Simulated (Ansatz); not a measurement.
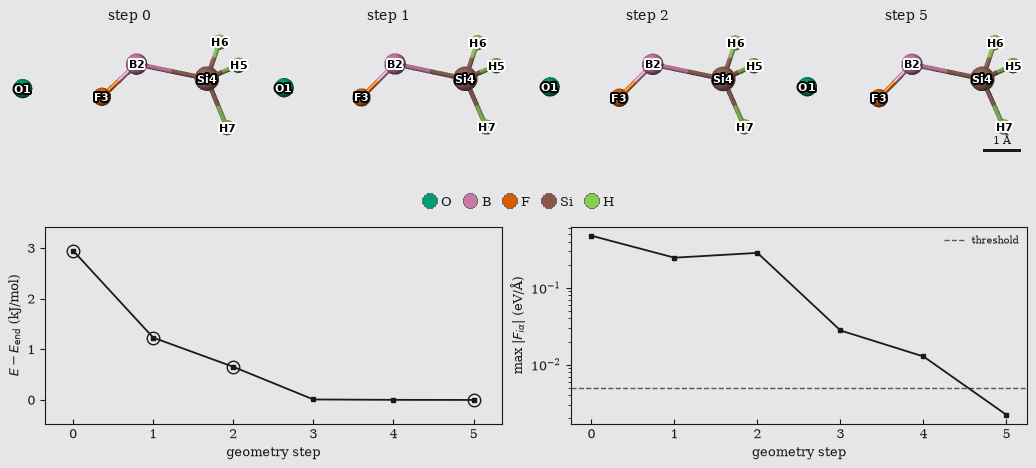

Frames of a relaxation of BSiH3OF (charge −1), marked on the history of the run. Style: ball-and-stick. Shown at a tilt.

It is one of the separated reactants of a reaction.

Theory: RKS PBE0-D4/def2-TZVPD in Ansatz 0.2.0. (force threshold 0.005 eV/Å; at most 200 steps)

Q: Describe the path.

A: Over 5 geometry steps the energy falls by 2.95 kJ/mol. Largest force component: 0.48 eV/Å at the start, 0.0022 eV/Å at the end. The largest move after the best rigid fit is that of O1, 0.22 Å. By element the largest moves are O 0.22 Å, H 0.07 Å, B 0.04 Å, Si 0.04 Å, F 0.04 Å. Among the contacts that change: Si4–H5 1.511 → 1.496 Å, Si4–H7 1.536 → 1.521 Å, B2–F3 1.306 → 1.298 Å. Among the angles between lasting bonds that change: F3–B2–Si4 122.8° → 120.4°. The run took 32 s on 2 threads of Arm Neoverse V2, with other jobs on the host. From step 0 to 1: O1 moves most (0.07 Å), energy −1.72 kJ/mol. From step 1 to 2: O1 moves most (0.20 Å), energy −0.58 kJ/mol. From step 2 to 5: O1 moves most (0.05 Å), energy −0.65 kJ/mol.

```tsv
step	E − E(0), kJ/mol	largest force component, eV/Å
0	0.00	0.4786
1	-1.72	0.2476
2	-2.30	0.2859
3	-2.94	0.0279
4	-2.95	0.0128
5	-2.95	0.0022
```

Limits of the set-up: the start holds two separate molecules, 2.2 Å apart at their closest, whose relative position is a soft coordinate.
